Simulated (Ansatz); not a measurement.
**CH₆B (charge −1): density, localisation and related maps**

| atom | x (Å) | y (Å) | z (Å) |
| --- | --- | --- | --- |
| B | -0.0021 | 0.0030 | -0.8202 |
| C | 0.0021 | -0.0030 | 0.8304 |
| H | -1.0195 | 0.0365 | 1.2605 |
| H | 0.5501 | 0.8606 | 1.2596 |
| H | 0.4790 | -0.9108 | 1.2533 |
| H | 1.1649 | -0.0406 | -1.2643 |
| H | -0.5481 | 1.0389 | -1.2560 |
| H | -0.6265 | -0.9844 | -1.2633 |

Geometry: PBE-D4/def2-TZVPD.

All numbers below come from Ansatz 0.2.0, RKS PBE0-D4/def2-TZVPD.

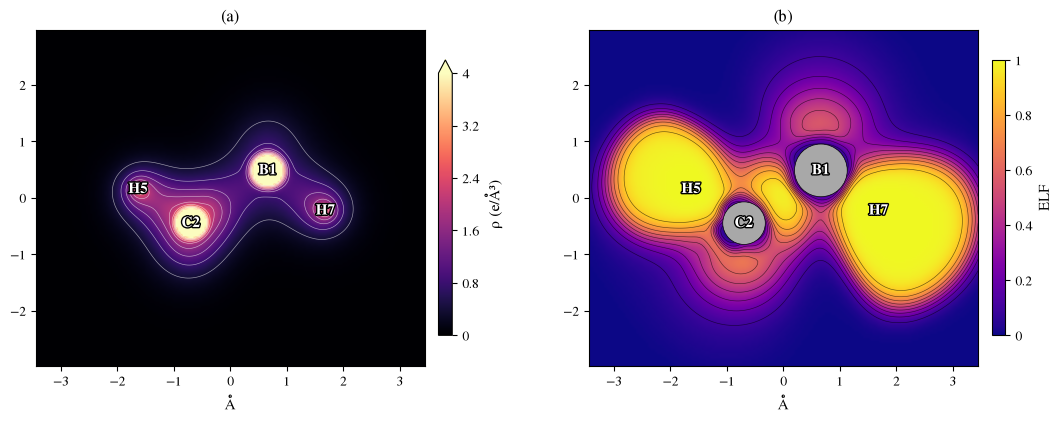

Figure 1. (a) electron density; (b) electron localisation function on the plane of atoms B1, C2 and H5. Grey discs cover the atomic cores in the ELF map.

Interpret the plot.

Answer. Atoms in the plane: B, C and H.
C–B (1.65 Å): the density is about 1.2 e/Å³ at the midpoint; the ELF peaks at about 1 between the atoms; a covalent bond.
C–H (1.11 Å): the density is about 1.8 e/Å³ at the midpoint; the ELF climbs to about 1 towards the hydrogen, as it does in any bond to H: an ordinary covalent bond to hydrogen.
B–H (1.25 Å): ρ is about 1 e/Å³ halfway; the ELF climbs to about 1 towards the hydrogen; an ordinary covalent bond to hydrogen.

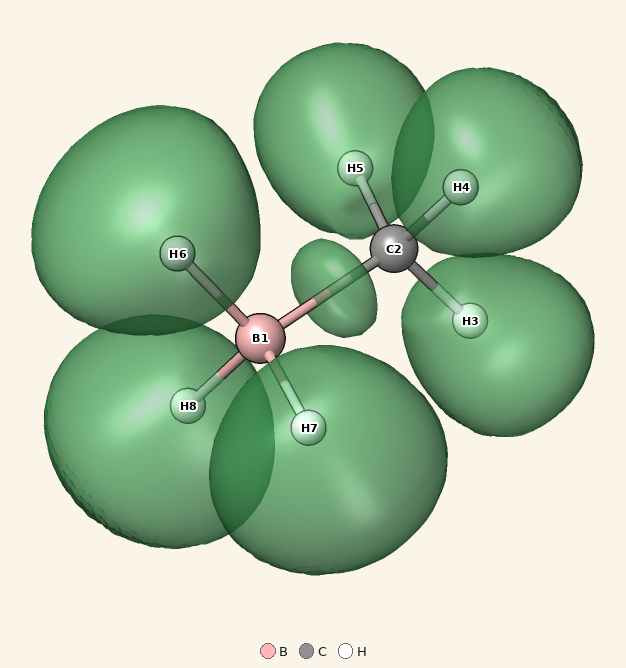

Figure 2. Isosurface of the electron localisation function at 0.85 (green), seen at an oblique angle. Only the valence region is drawn (cores and ρ < 0.01 e/Å³ removed).

Describe the localisation domains.

Answer. The ELF exceeds this value in one region between bonded B–C atoms (shared pairs) and six regions around hydrogen nuclei.

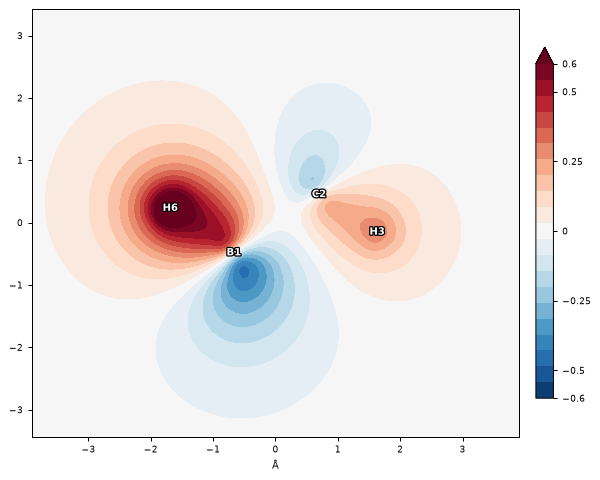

Figure 3. The HOMO on the plane of atoms C2, B1 and H6 (values in Å⁻³ᐟ²; the overall sign is arbitrary).

Where does this orbital lie, and at what energy?

Answer. Its weight (Hirshfeld) is mainly on B1 (about 35 %), H6 (about 35 %), H7 (about 10 %) and H8 (about 10 %). It is one of a degenerate set, so its orientation is arbitrary. Its energy is −1.78 eV.
